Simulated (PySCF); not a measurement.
**C3H8BNS: electronic excitations and core binding energies**

Aim: predict the electronic excitations and core binding energies of C3H8BNS (`[BH3-][S@+](C)CC#N`).

The runs use PySCF 2.14.0, with density-fitted response routines of our own; the level of theory stands in each step. All values are computed, except where a source is named. Atoms are numbered from 0 throughout.

## (1) The molecule as given

14 atoms, charge 0, multiplicity 1; geometry from: GFN2-xTB.

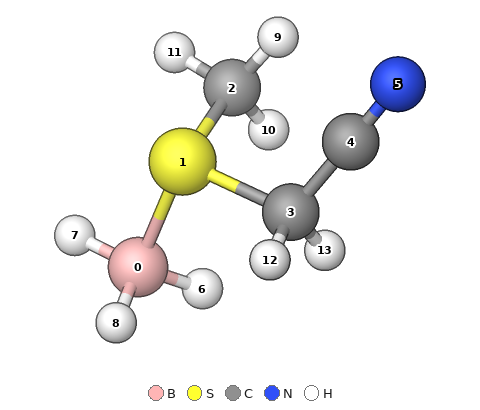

The starting geometry (boron pink, sulfur yellow, carbon grey, nitrogen blue, hydrogen white), atoms numbered; sticks join atoms by distance.

## (2) TDDFT and polarisability: CAM-B3LYP/def2-SVPD

The job: settings as JSON, then the geometry in Å.

```
{"job": {"kind": "uv", "xc": "CAM-B3LYP", "basis": "def2-SVPD", "nstates": 8, "ntriplets": 3}, "charge": 0, "multiplicity": 1}
B     -1.862070    -0.704361    -0.074928
S     -0.225641    -0.042696     0.795077
C     -0.043129     1.593934     0.026908
C      1.038090    -0.959445    -0.190820
C      2.341408    -0.391997    -0.016849
N      3.368351     0.091117     0.119704
H     -1.673046    -0.540614    -1.237320
H     -2.711723    -0.021186     0.388011
H     -1.924024    -1.839083     0.261045
H      0.971729     1.951775     0.173475
H     -0.292452     1.532674    -1.028346
H     -0.745216     2.251414     0.529944
H      1.016646    -1.987819     0.173028
H      0.740399    -0.934185    -1.241007
```

With the program's defaults for keys left out, this is: TDDFT CAM-B3LYP/def2-SVPD, vertical, gas phase, core orbitals frozen in the response.

The run is started by

```bash
$ OMP_NUM_THREADS=1 python probes_run.py task.json out
```

The driver reads the jobs from task.json and runs them one after another.

The program printed:

```text
coarse grid: 11992 points
cycle   1  E = -596.3471638535  dE =  6.679e-01  |g| = 5.604e-01  |ddm| = 5.182e+00
cycle   2  E = -596.2358710270  dE =  1.113e-01  |g| = 9.526e-01  |ddm| = 2.020e+00
cycle   3  E = -596.4381392029  dE = -2.023e-01  |g| = 8.198e-02  |ddm| = 1.099e+00
cycle   4  E = -596.4398705391  dE = -1.731e-03  |g| = 3.747e-02  |ddm| = 1.898e-01
cycle   5  E = -596.4402405869  dE = -3.700e-04  |g| = 4.700e-03  |ddm| = 8.223e-02
cycle   6  E = -596.4402477654  dE = -7.178e-06  |g| = 1.462e-03  |ddm| = 1.450e-02
final grid: 110552 points
cycle   7  E = -596.5148920555  dE = -2.806e-05  |g| = 2.155e-03  |ddm| = 6.146e-02
cycle   8  E = -596.5148923315  dE = -2.759e-07  |g| = 2.157e-03  |ddm| = 8.440e-03
cycle   9  E = -596.5148933835  dE = -1.052e-06  |g| = 5.329e-04  |ddm| = 2.960e-03
cycle  10  E = -596.5148934321  dE = -4.861e-08  |g| = 2.847e-04  |ddm| = 8.375e-04
cycle  11  E = -596.5148934497  dE = -1.757e-08  |g| = 4.689e-05  |ddm| = 4.458e-04
cycle  12  E = -596.5148934504  dE = -7.060e-10  |g| = 7.890e-06  |ddm| = 1.231e-04
converged SCF energy = -596.5148934504

Static polarisability (au): isotropic 78.736, principal 62.627 74.716 98.865

Singlet excitations
state   eV       nm        f      main configurations
  1   6.5191    190.2   0.00916   H->L 0.60, H-2->L 0.32
  2   7.1722    172.9   0.01409   H-2->L 0.53, H->L 0.34
  3   7.3234    169.3   0.05851   H-1->L 0.85
  4   7.4014    167.5   0.01394   H-4->L 0.33, H-3->L 0.32
  5   7.6050    163.0   0.00838   H->L+1 0.49, H->L+2 0.19
  6   7.9010    156.9   0.00715   H-3->L 0.20, H-4->L 0.16, H-4->L+3 0.08
  7   7.9599    155.8   0.04065   H->L+1 0.21, H->L+2 0.20, H-1->L+1 0.14
  8   8.0154    154.7   0.00307   H-3->L+3 0.09, H-2->L+2 0.09, H-1->L+2 0.08

Triplet excitations (Tamm-Dancoff, eV): 5.8793 6.1824 6.7842
```

Run time: 70 s. Hardware: 1 thread of Arm Neoverse N1, shared host; peak memory 0.86 GiB.

Frontier orbitals and where they lie:

| orbital | eV | atoms |
| --- | --- | --- |
| HOMO−3 | -11.54 | N5 33 %, C4 24 %, S1 15 % |
| HOMO−2 | -10.45 | S1 34 %, B0 27 %, H8 9 % |
| HOMO−1 | -10.23 | B0 42 %, H7 22 %, H8 21 % |
| HOMO | -9.96 | B0 31 %, S1 27 %, H6 24 % |
| LUMO | 0.05 | S1 35 %, C3 18 %, N5 16 % |
| LUMO+1 | 0.74 | S1 32 %, C4 13 %, C3 12 % |
| LUMO+2 | 0.88 | S1 32 %, C2 14 %, C4 10 % |

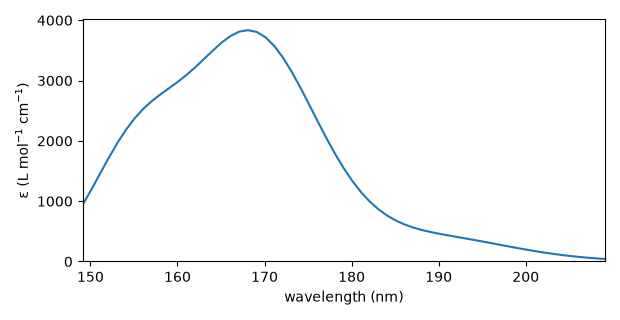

Absorption spectrum: each of the 8 states is a Gaussian band of 0.4 eV half-width at 1/e. Beyond the last state computed it falls off for lack of states.

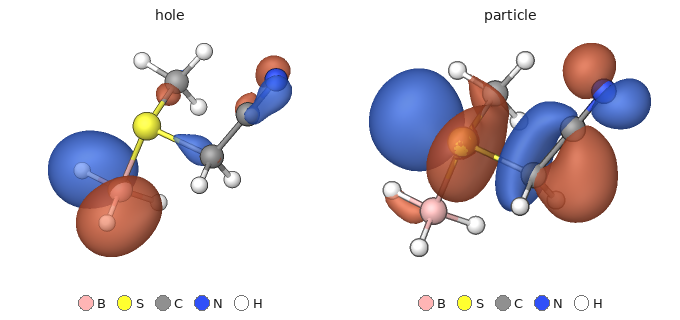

Leading natural transition orbitals of singlet state 3: the electron leaves the hole (left) for the particle orbital (right).

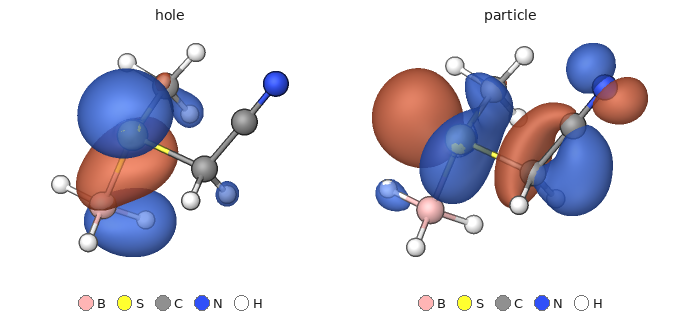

Leading natural transition orbitals of singlet state 1: the electron leaves the hole (left) for the particle orbital (right).

Ground-state properties from the same run:

| property | computed |
| --- | --- |
| dipole moment (D) | 0.92 |
| polarisability (Å³) | 11.67 |
| HOMO–LUMO gap (eV) | 10.01 |
| −ε(HOMO) (eV) | 9.96 |

Orbitals, density, ELF and potential are computed afterwards from the orbital file.

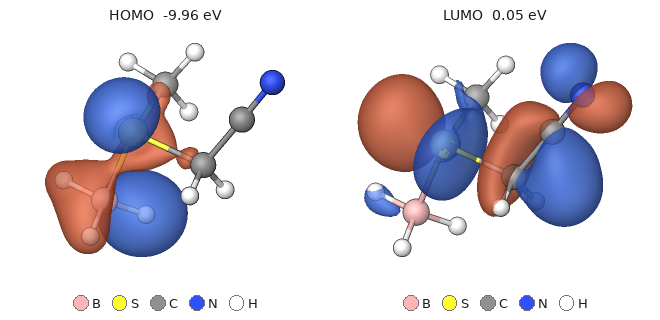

CAM-B3LYP/def2-SVPD orbitals near the gap, drawn at the value that encloses 70 % of each; the two colours are the two signs.

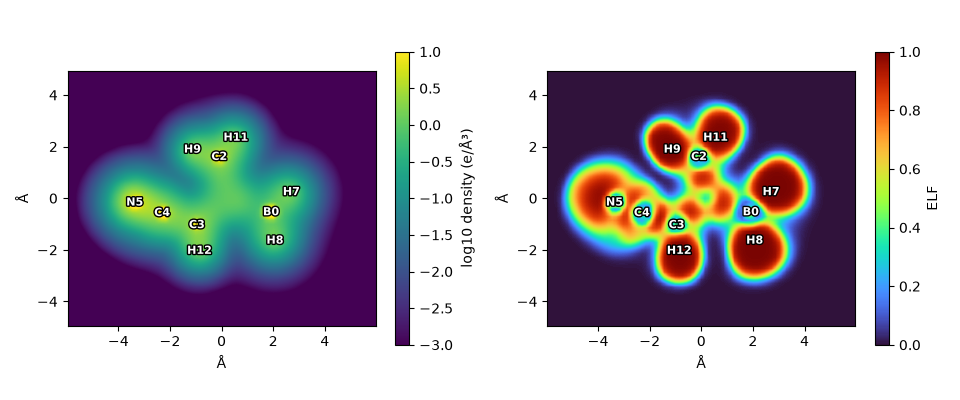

Density (left) and ELF (right) in a plane through or near 10 of the atoms.

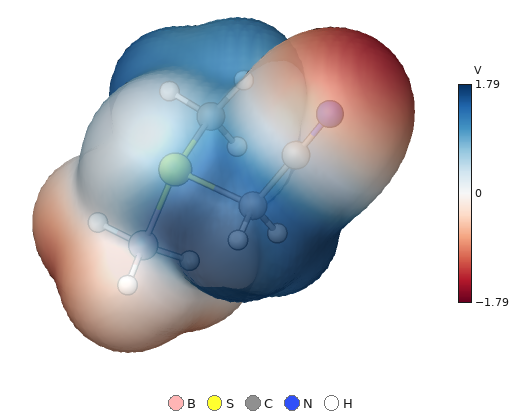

Electrostatic potential on the surface of density 0.002 e/bohr³; red is low, blue high. It runs from -1.37 V near N5 to 1.79 V near H12.

## (3) Core holes by ΔSCF: SCAN, X2C

Same as in step 2 but for these lines:

```diff
@@ -1,2 +1,2 @@
-{"job": {"kind": "uv", "xc": "CAM-B3LYP", "basis": "def2-SVPD", "nstates": 8, "ntriplets": 3}, "charge": 0, "multiplicity": 1}
+{"job": {"kind": "xps"}, "charge": 0, "multiplicity": 1}
 B     -1.862070    -0.704361    -0.074928
```

Method: delta-SCF UKS SCAN, pcX-2 on the ionised atom, pcseg-1 elsewhere, spin-free X2C.

The program printed:

```text
ground state, core basis on atom 0 (B), 159 functions
  cycle   1  E = -597.69817563  |g| = 5.84e-01
  cycle   2  E = -597.42805261  |g| = 1.18e+00
  cycle   3  E = -597.77213334  |g| = 3.37e-01
  cycle   4  E = -597.79980868  |g| = 5.62e-02
  cycle   5  E = -597.80047362  |g| = 2.19e-02
  cycle   6  E = -597.80060292  |g| = 6.41e-03
  cycle   7  E = -597.80061013  |g| = 3.78e-03
  cycle   8  E = -597.80061649  |g| = 6.09e-04
  cycle   9  E = -597.80061516  |g| = 1.85e-04
  E(ground) = -597.82569618 Eh
hole in B 1s of atom 0
  cycle   1  E = -590.24843459  |g| = 1.17e+00
  cycle   2  E = -589.52133499  |g| = 1.53e+00
  cycle   3  E = -590.60944301  |g| = 3.27e-01
  cycle   4  E = -590.64105119  |g| = 2.52e-01
  cycle   5  E = -590.66326401  |g| = 1.39e-01
  cycle   6  E = -590.67229577  |g| = 2.09e-02
  cycle   7  E = -590.67252226  |g| = 7.75e-03
  cycle   8  E = -590.67256230  |g| = 4.02e-03
  cycle   9  E = -590.67257478  |g| = 1.76e-03
  cycle  10  E = -590.67257742  |g| = 1.21e-03
  cycle  11  E = -590.67257928  |g| = 2.76e-04
  E(ion) = -590.69820607 Eh   <S^2> = 0.7752   hole on atom = 1.000   binding energy = 193.949 eV
ground state, core basis on atom 1 (S), 170 functions
  cycle   1  E = -597.96161425  |g| = 4.05e-01
  cycle   2  E = -597.96149417  |g| = 4.40e-02
  cycle   3  E = -597.96073773  |g| = 6.72e-02
  cycle   4  E = -597.96188790  |g| = 1.89e-02
  cycle   5  E = -597.96193910  |g| = 1.02e-02
  cycle   6  E = -597.96196640  |g| = 5.27e-04
  cycle   7  E = -597.96196522  |g| = 1.67e-04
  E(ground) = -597.97096701 Eh
hole in S 1s of atom 1
  cycle   1  E = -505.64116036  |g| = 5.08e+00
  cycle   2  E = -504.66684063  |g| = 2.71e+00
  cycle   3  E = -501.32998525  |g| = 2.58e+00
  cycle   4  E = -506.57000248  |g| = 6.45e-01
  cycle   5  E = -506.57927906  |g| = 6.97e-01
  cycle   6  E = -506.82284584  |g| = 2.91e-01
  cycle   7  E = -506.85009549  |g| = 1.49e-01
  cycle   8  E = -506.86099060  |g| = 2.92e-02
  cycle   9  E = -506.86140508  |g| = 1.42e-02
  cycle  10  E = -506.86149819  |g| = 2.96e-03
  cycle  11  E = -506.86150220  |g| = 1.44e-03
  cycle  12  E = -506.86150293  |g| = 3.65e-04
  E(ion) = -506.86274149 Eh   <S^2> = 0.7519   hole on atom = 1.000   binding energy = 2479.181 eV
hole in S 2p of atom 1
  cycle   1  E = -591.20347452  |g| = 1.54e+00
  cycle   2  E = -590.18403944  |g| = 1.87e+00
  cycle   3  E = -591.36688719  |g| = 7.22e-01
  cycle   4  E = -591.53327464  |g| = 5.01e-01
  cycle   5  E = -591.63145305  |g| = 1.98e-01
  cycle   6  E = -591.65074752  |g| = 1.64e-02
  cycle   7  E = -591.65084242  |g| = 1.04e-02
  cycle   8  E = -591.65090221  |g| = 2.90e-03
  cycle   9  E = -591.65090713  |g| = 1.33e-03
  cycle  10  E = -591.65090899  |g| = 6.69e-04
  cycle  11  E = -591.65090877  |g| = 3.22e-04
  E(ion) = -591.66695313 Eh   <S^2> = 0.7535   hole on atom = 1.001   binding energy = 171.541 eV
  2p3/2 = 171.316 eV   2p1/2 = 172.569 eV
ground state, core basis on atom 2 (C), 159 functions
  cycle   1  E = -597.80814358  |g| = 6.62e-02
  cycle   2  E = -597.80764086  |g| = 5.58e-02
  cycle   3  E = -597.80828468  |g| = 2.71e-02
  cycle   4  E = -597.80844096  |g| = 1.42e-02
  cycle   5  E = -597.80848432  |g| = 1.34e-03
  cycle   6  E = -597.80848505  |g| = 2.50e-04
  E(ground) = -597.83252070 Eh
hole in C 1s of atom 2
  cycle   1  E = -586.49948905  |g| = 1.50e+00
  cycle   2  E = -585.02701535  |g| = 2.14e+00
  cycle   3  E = -586.89742595  |g| = 5.29e-01
  cycle   4  E = -586.98923574  |g| = 3.82e-01
  cycle   5  E = -587.04398002  |g| = 2.45e-01
  cycle   6  E = -587.06949119  |g| = 7.27e-02
  cycle   7  E = -587.07202217  |g| = 1.42e-02
  cycle   8  E = -587.07213939  |g| = 5.70e-03
  cycle   9  E = -587.07216238  |g| = 2.37e-03
  cycle  10  E = -587.07216757  |g| = 1.26e-03
  cycle  11  E = -587.07216924  |g| = 5.23e-04
  cycle  12  E = -587.07217037  |g| = 2.59e-04
  E(ion) = -587.09650110 Eh   <S^2> = 0.7748   hole on atom = 1.000   binding energy = 292.142 eV
ground state, core basis on atom 3 (C), 159 functions
  cycle   1  E = -597.80969620  |g| = 5.86e-02
  cycle   2  E = -597.80960997  |g| = 2.74e-02
  cycle   3  E = -597.80949542  |g| = 3.55e-02
  cycle   4  E = -597.80975528  |g| = 1.35e-02
  cycle   5  E = -597.80979595  |g| = 1.71e-03
  cycle   6  E = -597.80979787  |g| = 1.66e-04
  E(ground) = -597.83412460 Eh
hole in C 1s of atom 3
  cycle   1  E = -586.45532422  |g| = 1.51e+00
  cycle   2  E = -584.12749020  |g| = 2.59e+00
  cycle   3  E = -586.63483185  |g| = 8.76e-01
  cycle   4  E = -586.80901813  |g| = 6.83e-01
  cycle   5  E = -586.98939180  |g| = 2.57e-01
  cycle   6  E = -587.02991402  |g| = 6.63e-02
  cycle   7  E = -587.03226206  |g| = 1.66e-02
  cycle   8  E = -587.03242563  |g| = 6.28e-03
  cycle   9  E = -587.03245963  |g| = 3.20e-03
  cycle  10  E = -587.03247323  |g| = 1.99e-03
  cycle  11  E = -587.03248142  |g| = 1.06e-03
  cycle  12  E = -587.03248050  |g| = 6.97e-04
  cycle  13  E = -587.03248125  |g| = 2.83e-04
  E(ion) = -587.05744634 Eh   <S^2> = 0.7767   hole on atom = 1.000   binding energy = 293.248 eV
ground state, core basis on atom 4 (C), 159 functions
  cycle   1  E = -597.81305144  |g| = 5.99e-02
  cycle   2  E = -597.81278275  |g| = 4.05e-02
  cycle   3  E = -597.81245994  |g| = 5.57e-02
  cycle   4  E = -597.81311348  |g| = 1.33e-02
  cycle   5  E = -597.81316323  |g| = 9.32e-04
  cycle   6  E = -597.81316108  |g| = 2.53e-04
  E(ground) = -597.84009507 Eh
hole in C 1s of atom 4
  cycle   1  E = -586.50354400  |g| = 1.51e+00
  cycle   2  E = -579.99349736  |g| = 2.89e+00
  cycle   3  E = -584.49486947  |g| = 1.74e+00
  cycle   4  E = -586.83988600  |g| = 6.69e-01
  cycle   5  E = -586.92688727  |g| = 5.12e-01
  cycle   6  E = -587.03729160  |g| = 1.31e-01
  cycle   7  E = -587.04836330  |g| = 3.01e-02
  cycle   8  E = -587.04897211  |g| = 1.56e-02
  cycle   9  E = -587.04918369  |g| = 6.40e-03
  cycle  10  E = -587.04925979  |g| = 4.22e-03
  cycle  11  E = -587.04930911  |g| = 2.55e-03
  cycle  12  E = -587.04932014  |g| = 1.34e-03
  cycle  13  E = -587.04932427  |g| = 5.80e-04
  cycle  14  E = -587.04932431  |g| = 1.69e-04
  E(ion) = -587.07478592 Eh   <S^2> = 0.8076   hole on atom = 1.000   binding energy = 292.939 eV
ground state, core basis on atom 5 (N), 159 functions
  cycle   1  E = -597.82277700  |g| = 7.51e-02
  cycle   2  E = -597.82195271  |g| = 6.70e-02
  cycle   3  E = -597.82155179  |g| = 7.93e-02
  cycle   4  E = -597.82289723  |g| = 7.64e-03
  cycle   5  E = -597.82291139  |g| = 1.02e-03
  cycle   6  E = -597.82291285  |g| = 2.61e-04
  E(ground) = -597.84582167 Eh
hole in N 1s of atom 5
  cycle   1  E = -582.20811449  |g| = 1.84e+00
  cycle   2  E = -576.67742960  |g| = 2.81e+00
  cycle   3  E = -581.80977998  |g| = 1.25e+00
  cycle   4  E = -582.68809311  |g| = 7.15e-01
  cycle   5  E = -582.85553487  |g| = 3.74e-01
  cycle   6  E = -582.90247314  |g| = 1.13e-01
  cycle   7  E = -582.91351195  |g| = 2.49e-02
  cycle   8  E = -582.91388659  |g| = 1.51e-02
  cycle   9  E = -582.91404513  |g| = 6.48e-03
  cycle  10  E = -582.91409697  |g| = 3.42e-03
  cycle  11  E = -582.91411977  |g| = 2.12e-03
  cycle  12  E = -582.91412447  |g| = 8.68e-04
  cycle  13  E = -582.91412445  |g| = 3.09e-04
  E(ion) = -582.93771542 Eh   <S^2> = 0.8053   hole on atom = 1.000   binding energy = 405.670 eV
```

Run time: 2.8 min. Hardware: 1 thread of Arm Neoverse N1, shared host; peak memory 0.6 GiB.

Binding energies by hole, beside the orbital energy of the ground state; the difference holds orbital relaxation and, for a density functional, its self-interaction error:

| hole | stands for | environment | ΔSCF (eV; 2p as the shell's mean) | −ε (eV) | ⟨S²⟩ |
| --- | --- | --- | --- | --- | --- |
| B1s on B0 | B0 | boron bonded to S, 3 H | 193.95 | 178.6 | 0.775 |
| S1s on S1 | S1 | sulfur bonded to 2 C, B | 2479.18 | 2417.2 | 0.752 |
| S2p on S1 | S1 | sulfur bonded to 2 C, B | 171.73 | 160.2 | 0.753 |
| C1s on C2 | C2 | methyl carbon bonded to S | 292.14 | 275.4 | 0.775 |
| C1s on C3 | C3 | sp3 CH2 bonded to S, α to a nitrile | 293.25 | 276.6 | 0.777 |
| C1s on C4 | C4 | nitrile carbon | 292.94 | 275.4 | 0.808 |
| N1s on N5 | N5 | nitrile nitrogen | 405.67 | 386.7 | 0.805 |

With the spin-orbit splitting: S1 2p3/2 171.32, 2p1/2 172.57 eV. The table gives each 2p level as the mean over the whole 2p shell (two parts 2p3/2, one part 2p1/2), which differs a little from the single hole in the log.

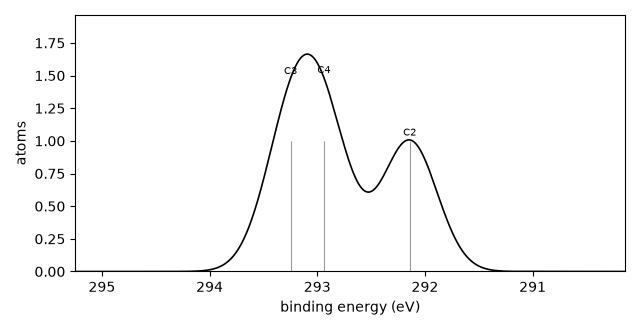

The C1s photoelectron lines, weighted by the number of atoms. Lines are broadened to a width of 0.60 eV (Gaussian).

## (4) Results

```
                                quantity                               value
    lowest singlet (CAM-B3LYP/def2-SVPD)         6.52 eV (190 nm), f = 0.009
brightest single state of those computed         state 3, 7.32 eV, f = 0.059
                          lowest triplet                             5.88 eV
   surface potential, least and greatest                  -1.37 V and 1.79 V
        C1s binding energies, SCAN/pcX-2  C3 293.25, C4 292.94, C2 292.14 eV
        B1s binding energies, SCAN/pcX-2                        B0 193.95 eV
        S1s binding energies, SCAN/pcX-2                       S1 2479.18 eV
        S2p binding energies, SCAN/pcX-2                        S1 171.73 eV
        N1s binding energies, SCAN/pcX-2                        N5 405.67 eV
```

The lowest singlet, at 6.52 eV, is HOMO→LUMO 0.60, HOMO−2→LUMO 0.32 and is weak; of the 8 states computed, the strongest absorption comes from state 3 at 7.32 eV. The lowest triplet lies 0.64 eV below the lowest singlet (triplets in Tamm-Dancoff, singlets in full TDDFT). C3 (sp3 CH2 bonded to S, α to a nitrile) binds its C1s electron 1.11 eV more tightly than C2 (methyl carbon bonded to S).
